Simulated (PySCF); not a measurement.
C2H4Te, SMILES `C#C.[TeH2]`.

Method: CAM-B3LYP/def2-SVPD; geometry: GFN2-xTB; program: PySCF. Core potentials replace the inner electrons of Te; spin–orbit coupling isn't included. GFN2-xTB bond lengths at metals and heavier atoms can be off by up to 0.1 Å and shapes distorted, which carries into these values.

Input

```python
import numpy as np
from pyscf import gto, scf, dft
from pyscf.scf import atom_ks, atom_hf
from scipy.linalg import block_diag
from pyscf.dispersion import dftd3

def solve(mol, dm0=None, hcore=None):
    mf = (dft.UKS if mol.spin else dft.RKS)(mol, xc='camb3lyp')
    mf.grids.level = 3
    mf = mf.density_fit(auxbasis='def2-universal-jkfit')
    mf.conv_tol, mf.max_cycle = 1e-8, 80
    if hcore is not None:
        mf.get_hcore = lambda *args: hcore
    mf.kernel(dm0)
    if not mf.converged:
        mf = mf.newton().run(mf.mo_coeff, mf.mo_occ, max_cycle=30)
    assert mf.converged, 'SCF not converged'
    return mf

mol = gto.M(atom='''
C     -3.54119     0.41560     0.00935
C     -2.92359    -0.60560    -0.03042
H     -4.08343     1.31386     0.04517
H     -2.38566    -1.50706    -0.06541
Te     0.84395     0.03153    -0.04014
H      1.31932    -1.09800     1.05538
H      0.05285     0.79164     1.17835
''', basis='def2-svpd', ecp={'Te': 'def2-svpd'}, charge=0, spin=0, verbose=4)
mol_a = gto.M(atom='''
C     -3.54119     0.41560     0.00935
C     -2.92359    -0.60560    -0.03042
H     -4.08343     1.31386     0.04517
H     -2.38566    -1.50706    -0.06541
ghost-Te     0.84395     0.03153    -0.04014
ghost-H      1.31932    -1.09800     1.05538
ghost-H      0.05285     0.79164     1.17835
''', basis='def2-svpd', charge=0, spin=0, verbose=4)
mol_b = gto.M(atom='''
ghost-C     -3.54119     0.41560     0.00935
ghost-C     -2.92359    -0.60560    -0.03042
ghost-H     -4.08343     1.31386     0.04517
ghost-H     -2.38566    -1.50706    -0.06541
Te     0.84395     0.03153    -0.04014
H      1.31932    -1.09800     1.05538
H      0.05285     0.79164     1.17835
''', basis='def2-svpd', ecp={'Te': 'def2-svpd'}, charge=0, spin=0, verbose=4)
ab, a, b = solve(mol), solve(mol_a), solve(mol_b)
e_int = ab.e_tot - a.e_tot - b.e_tot
print('counterpoise-corrected interaction energy / kcal/mol', e_int * 627.5095)
def disp(atoms, charge):
    m = gto.M(atom=atoms, charge=charge, basis='sto-3g', spin=None, unit='Bohr', verbose=0)
    return dftd3.DFTD3Dispersion(m, xc='camb3lyp', version='d3bj').get_dispersion()['energy']
e_disp = disp(mol._atom, mol.charge) - disp(mol._atom[:4], mol_a.charge) - disp(mol._atom[4:], mol_b.charge)
print('D3(BJ) part / kcal/mol', e_disp * 627.5095)
# spherically averaged free atoms, for the promolecule
atom_ks.AtomSphAverageRKS.init_guess_by_vsap = lambda self, mol=None: self.init_guess_by_minao(mol)  # core potentials
atm = atom_ks.get_atm_nrks(mol, xc='camb3lyp')
pro = block_diag(*[(atm[a[0]][2] * atm[a[0]][3]) @ atm[a[0]][2].T for a in mol._atom])
np.savez('result.npz', e_int=e_int, e_disp=e_disp, dm_a=a.make_rdm1(), dm_b=b.make_rdm1(), c=ab.mo_coeff, occ=ab.mo_occ, eps=ab.mo_energy, pro=pro, d=[f.dip_moment(verbose=0) for f in (ab, a, b)])
```

Run with:

```sh
OMP_NUM_THREADS=1 python input.py
```

The run took 21 s on 1 thread of Intel(R) Xeon(R) Platinum 8375C CPU @ 2.90GHz (Ice Lake), with other jobs on the host, peak memory 0.54 GiB.

Partitions, critical points and surface values were worked out afterwards from this run's density.

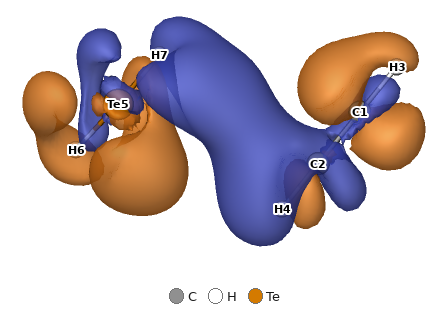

Density of the complex less the densities of the two fragments at the same geometry, ±0.0008 e/Å³ (orange: gain, blue: loss). Fragment A: H2C2 (atoms 1–4); fragment B: TeH2.

### Which way does charge flow?

Hirshfeld charges show almost no net transfer (under 0.005 e). By Hirshfeld charges, electrons gather most on C1 (−0.007 e) and leave C2 most (+0.007 e); 0.04 e is displaced in all, which induces a dipole of 0.06 D.

### What is the interaction energy, and which contacts carry it?

The counterpoise-corrected interaction energy of the frozen fragments is +0.5 kcal/mol without dispersion correction and −0.6 kcal/mol with D3(BJ). The pair geometry is semi-empirical, not a minimum at this level. Contacts: C2···Te5, 3.82 Å, ρ = 0.005 a.u. The pose is a local one from a semi-empirical search, not shown to be the most stable.
